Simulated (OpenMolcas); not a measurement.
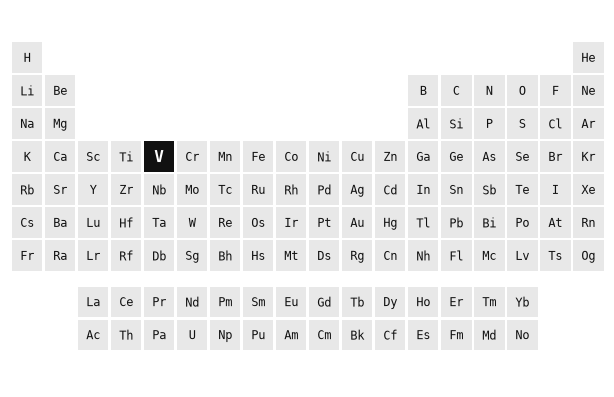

*The place of vanadium in the periodic table.*

## V: multiconfigurational calculation

V. Level asked for: state-averaged CASSCF, active space 5 electrons in the shell 3d, basis ANO-RCC-VDZP, DKH2 scalar Hamiltonian, spin-orbit coupling by RASSI with atomic mean-field integrals (OpenMolcas).

Input:
```
&GATEWAY
Coord
1

V 0.0 0.0 0.0
Basis=ANO-RCC-VDZP
Group=XYZ
NoMove
AngMom=0.0 0.0 0.0
AMFI
&SEWARD
&RASSCF
FileOrb=start.orb
Symmetry=1
Spin=7
nActEl=5 0 0
Inactive=3 6
Ras2=5 0
CIRoot=1 1 1
SDav=1
CIMx=300
Iter=77 100
PrWF=0.3
OrbListing=Nothing
MaxOrb=0
Atom
>>> COPY $Project.JobIph JOB001
```

The file start.orb holds starting orbitals from an earlier step.

Hardware: 1 CPU thread, shared host.

Run as:
```bash
OMP_NUM_THREADS=1 MOLCAS_MEM=2252 MOLCAS_PROJECT=a pymolcas a.inp > a.log  # once for each step of the input, in one work folder
```

Log (extracts):
```
--- SEWARD ---
Basis set label: V.ANO-RCC...5S4P2D1F.

      Electronic valence basis set:
      ------------------
      Associated Effective Charge  23.000000 au
      Associated Actual Charge     23.000000 au
      Nuclear Model: Point charge

      Shell  nPrim  nBasis  Cartesian Spherical Contaminant
         s      21       5        X
         p      15       4        X
         d      10       2                 X
         f       6       1                 X
                  Relativistic Douglas-Kroll-Hess integrals:
                    - DKH order of Hamiltonian: 2
                    - DKH order of Properties : 0
                  Atomic mean-field integrals
--- RASSCF ---

 Nr of active orbitals     NAC=   5
 Spin degeneracy         ISPIN=   7
 There can be no such wave function.
 ************************************************
--- Stop Module: rasscf at  /rc=_RC_INPUT_ERROR_ ---
.####################.
.# User input error #.
.####################.
```

Outcome:

- outcome: refused by the program

What went wrong:

This input holds a deliberate fault: wrong spin. The program refused the input; the driver noted: RASSCF spin 6: _RC_INPUT_ERROR_.
